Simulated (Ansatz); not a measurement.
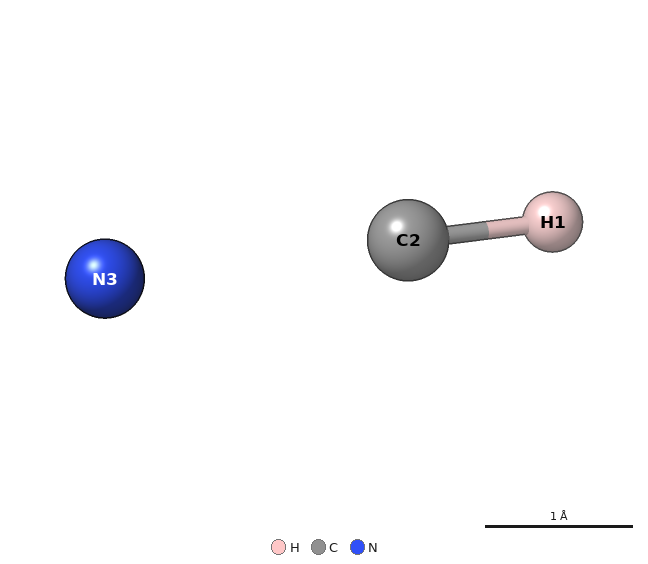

Source: calculation with Ansatz.

Orthographic view. Atoms fade into the background with distance from the viewer. Geometry: a fixed input geometry, not necessarily a minimum.

Give the distance matrix in Å.

```tsv
atom	H1	C2	N3
H1	0.00		
C2	1.06	0.00	
N3	3.30	2.24	0.00
```
